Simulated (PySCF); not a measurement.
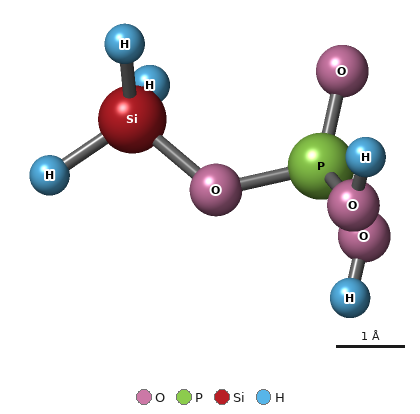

The structure (ball-and-stick view, seen at a tilt). Bond lengths as drawn: H–O 0.97 Å, H–Si 1.49 Å, O–P 1.47 to 1.61 Å and O–Si 1.70 Å.

## NMR shielding calculation, with input and output: SiPH$_{5}$O$_{4}$

SiPH$_{5}$O$_{4}$, SMILES O=P(O)(O)O[SiH3], computed with GIAO PBE0/pcSseg-2 NMR shielding, non-relativistic, gas phase (PySCF 2.14.0).

The geometry comes from this level: PBE0-D3(BJ)/def2-SVP. Figures and captions count atoms from 1; the log counts them from 0 in places.

The program's output:
```
coarse grid: 10696 points
cycle   1  E = -934.2470433382  dE =  1.101e+00  |g| = 1.284e+00  |ddm| = 2.672e+00
cycle   2  E = -933.8420120731  dE =  4.050e-01  |g| = 1.960e+00  |ddm| = 1.858e+00
cycle   3  E = -934.5099727182  dE = -6.680e-01  |g| = 2.848e-01  |ddm| = 1.341e+00
cycle   4  E = -934.5237098386  dE = -1.374e-02  |g| = 7.741e-02  |ddm| = 1.832e-01
cycle   5  E = -934.5246676283  dE = -9.578e-04  |g| = 1.561e-02  |ddm| = 3.893e-02
cycle   6  E = -934.5247017071  dE = -3.408e-05  |g| = 7.450e-03  |ddm| = 1.127e-02
cycle   7  E = -934.5247107331  dE = -9.026e-06  |g| = 1.471e-03  |ddm| = 3.593e-03
final grid: 95544 points
cycle   8  E = -934.5189251688  dE = -5.731e-05  |g| = 7.680e-03  |ddm| = 1.819e-02
cycle   9  E = -934.5189121797  dE =  1.299e-05  |g| = 1.147e-02  |ddm| = 9.363e-03
cycle  10  E = -934.5189340619  dE = -2.188e-05  |g| = 1.383e-03  |ddm| = 6.265e-03
cycle  11  E = -934.5189343677  dE = -3.058e-07  |g| = 4.570e-04  |ddm| = 9.491e-04
cycle  12  E = -934.5189343993  dE = -3.168e-08  |g| = 1.551e-04  |ddm| = 2.637e-04
cycle  13  E = -934.5189344035  dE = -4.134e-09  |g| = 3.537e-05  |ddm| = 9.496e-05
cycle  14  E = -934.5189344037  dE = -1.858e-10  |g| = 1.114e-05  |ddm| = 2.104e-05
```

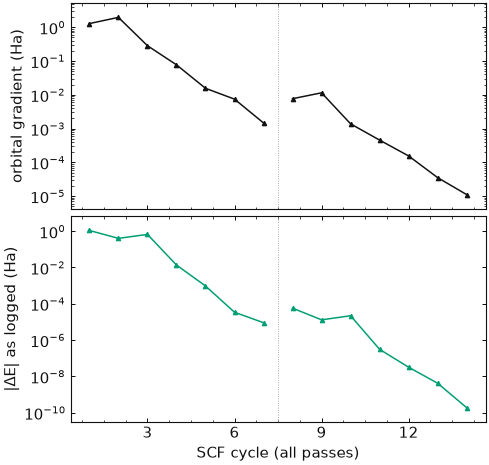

Convergence of the self-consistent field: orbital gradient and size of the energy change against the SCF cycle. The dotted line marks the change from a coarse to the final integration grid. The first 7 cycles use a coarse grid, the final grid takes over at cycle 8, and the field converges after 14 cycles in all.

```
converged SCF energy = -934.5189344037

GIAO shielding tensors (ppm)
atom      isotropic    diamagn.    paramagn.     s11        s22        s33       span
  0 O      188.858     395.503    -206.645    158.757    170.719    237.098     78.341
  1 P      305.611     961.334    -655.723    227.726    237.712    451.395    223.669
  2 O      222.900     383.839    -160.940    171.625    208.968    288.105    116.480
  3 O      215.500     388.300    -172.800    164.539    181.009    300.952    136.414
  4 O      222.383     399.317    -176.934    170.672    198.739    297.737    127.065
  5 Si     373.489     877.599    -504.110    339.671    340.930    439.865    100.193
  6 H       28.051      30.830      -2.779     21.328     23.485     39.341     18.012
  7 H       27.797      30.272      -2.475     21.244     23.117     39.030     17.786
  8 H       26.134      28.804      -2.670     22.913     24.784     30.705      7.793
  9 H       26.217      29.036      -2.819     22.979     24.765     30.907      7.928
 10 H       26.413      28.710      -2.297     23.445     24.596     31.198      7.753
```

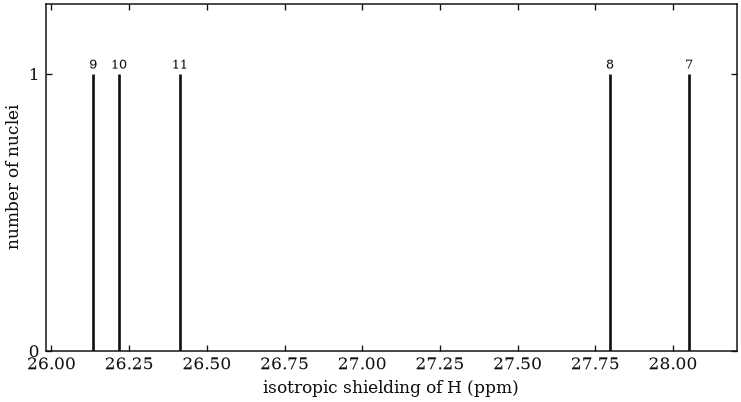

Isotropic shieldings of the hydrogen nuclei in this fixed geometry, labelled by atom number; shielding grows to the right, so chemical shift grows to the left. The least shielded is H9 (26.1 ppm), the most shielded H7 (28.1 ppm).

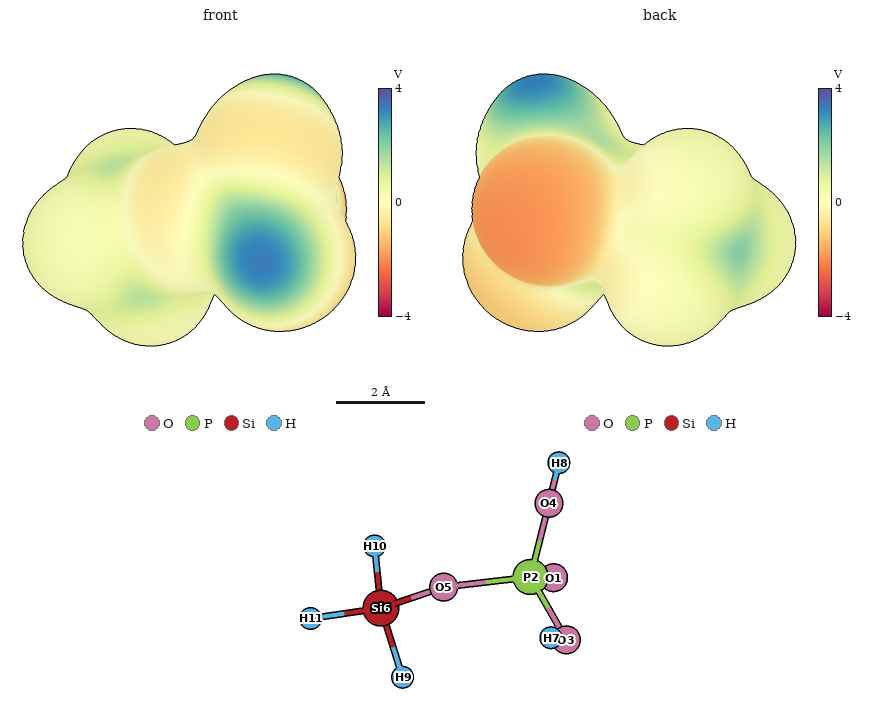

The electrostatic potential painted on the density surface at 0.002 e/bohr³, seen at a tilt and from behind; red is negative and blue positive. The bare structure is drawn below in the same view. Its dipole moment is 2.96 D.

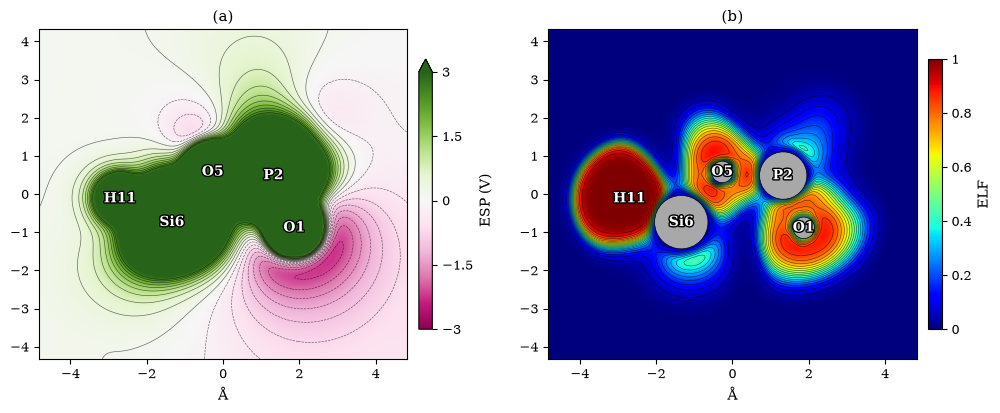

(a) electrostatic potential; (b) electron localisation function on the plane of atoms O5, Si6 and H11. Grey discs, where drawn, cover atomic cores. The section cuts through O, P, Si and H sites. P–O (1.47 Å): the ELF peaks at about 0.80 between the atoms (a polar covalent bond). P–O (1.61 Å): the ELF peaks at about 0.85 between the atoms, which marks a shared but strongly polarised pair. Si–H (1.49 Å): the ELF climbs to about 1 towards the hydrogen, as it does in any bond to H.

This output came from the following input.

The input:
```
{"job": {"kind": "nmr", "xc": "PBE0", "basis": "pcSseg-2"}, "charge": 0, "multiplicity": 1}
O      0.271229    -1.562203    -1.120843
P     -0.661603    -0.492330    -0.729146
O     -1.118964     0.474850    -1.915843
O     -2.068062    -0.966734    -0.105591
O     -0.092326     0.514783     0.383524
Si     1.500501     0.545070     0.970334
H     -1.739346     1.159551    -1.635061
H     -2.014720    -1.882371     0.196481
H      2.457407     0.705092    -0.156649
H      1.779821    -0.700802     1.734356
H      1.549707     1.727249     1.870498
```

The first line tells a small driver script what to run in PySCF; the rest is the geometry in Å.

Launch command:
```bash
OMP_NUM_THREADS=1 python <driver script> task.json out
```

Key numbers:

- outcome: converged
- total energy: −934.518934 hartree
- HOMO: −8.88 eV
- LUMO: −0.49 eV
- dipole moment: 2.96 D
- isotropic shielding, O: 188.9 to 222.9 ppm
- isotropic shielding, P: 305.6 ppm
- isotropic shielding, Si: 373.5 ppm
- isotropic shielding, H: 26.1 to 28.1 ppm
- hardware: 1 CPU thread, shared host
- wall time: 68 s
- peak memory: 1.1 GiB
